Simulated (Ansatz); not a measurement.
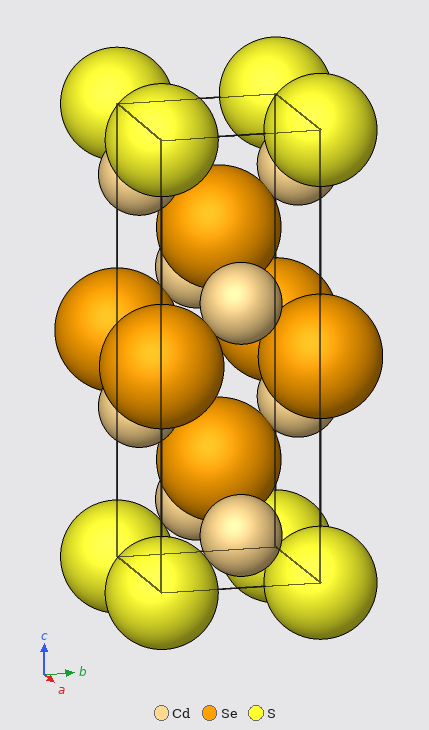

A space-filling rendering, viewed slightly off an axis. Thin lines show the conventional unit cell, with boundary atoms drawn in all their periodic places.

Cd4Se3S, space group P-4m2 (No. 115), a = 4.337 Å, b = 4.337 Å, c = 12.233 Å, α = 90.00°, β = 90.00°, γ = 90.00°. It goes back to a structure type filled with these elements by a generator (whether the compound takes this form wasn't checked). Earlier steps of the study, as a rule a relaxation of our own, may have changed the cell and positions, so they can lie some per cent off the listed ones. It went into a calculation with Ansatz.

This one geometry was computed with Ansatz (DFT, plane waves, PAW) at three levels of theory: r2SCAN, PBEsol and PBE.

Question: Which level gives the highest pressure at this volume, and what does that say about its equilibrium volume?

Answer: Highest: PBE (0.0 GPa), which points to the largest equilibrium volume. Lowest, with the smallest volume: PBEsol (-2.6 GPa). Levels within 0.5 GPa of each other can't be told apart.

Question: How does the band gap change with the level of theory?

Answer: PBEsol: a gap of 0.47 eV, direct; PBE: a gap of 0.59 eV, direct; r2SCAN: a gap of 1.06 eV, direct.

Question: Collect the results in a table.

Answer:
| level | cutoff (eV) | k-mesh of the run's cell | gap (eV) | pressure (GPa) |
| --- | --- | --- | --- | --- |
| r2SCAN | 500 | 8×8×4 | 1.06 | -1.4 |
| PBEsol | 420 | 8×8×4 | 0.47 | -2.6 |
| PBE | 420 | 8×8×4 | 0.59 | 0.0 |

Gaps are taken on the k-mesh or band path of each run.
